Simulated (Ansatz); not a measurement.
**Frozen-phonon scan for CaO (rock salt)**

Relaxed CaO (rock salt):

```
CELL_PARAMETERS angstrom
      0.00000     4.79479     4.79479
      2.39740     2.39740     4.79479
      2.39740     2.39740     0.00000
ATOMIC_POSITIONS crystal
  O  0.00000 0.00000 0.00000
  O  0.50000 0.00000 0.00000
  Ca 0.00000 0.50000 0.50000
  Ca 0.50000 0.50000 0.50000
```

A phonon eigenvector at X = (0.5, 0.5, 0.0) is frozen into this cell: atom i moves by Q times the vector below, so Q is the largest atomic displacement, in Å. The cell is held. It is one choice among 2 degenerate patterns. (q is in reciprocal vectors of the primitive cell; the cell shown is doubled to hold the pattern.)

```
atom      x       y      z
----  -----  ------  -----
O1    0.000   0.610  0.000
O2    0.000  -0.610  0.000
Ca3   0.000  -1.000  0.000
Ca4   0.000   1.000  0.000
```

Calculation: r2SCAN (plane waves to 500 eV, PAW, scalar-relativistic; Ansatz, a quantum-chemistry and plane-wave program). k mesh 12×12×12 (Γ-centred), Fermi-Dirac smearing 0.05 eV. The energy includes the smearing's −TS. CaO was relaxed with its symmetry unable to fall. The zero of ΔE is the undisplaced structure.

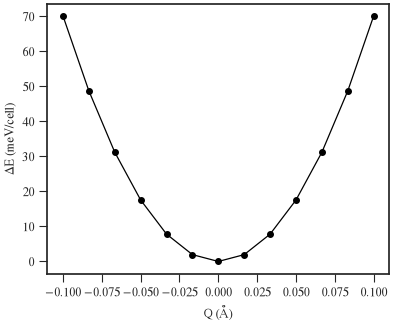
ΔE (meV/cell) against Q (Å); one marker a computed point.

The energy at Q = 0.100 Å comes out as 70.2 meV/cell. Shape of the curve: a single well with its minimum at or next to zero displacement. Wavenumber by perturbation theory (DFPT, on another k mesh): 204 cm⁻¹. Symmetry of the curve: even: the same for both signs. Harmonic wavenumber from the curvature (finite differences): 204 cm⁻¹.

E″ = 14.06 eV/Å², M = Σ mᵢ|uᵢ|² = 92.1 u, ν̃ = 521.5·√(|E″|/M).

(A displaced cell: forces are minus the slopes of the energy, force constants its curvatures, and phonons follow from these.)
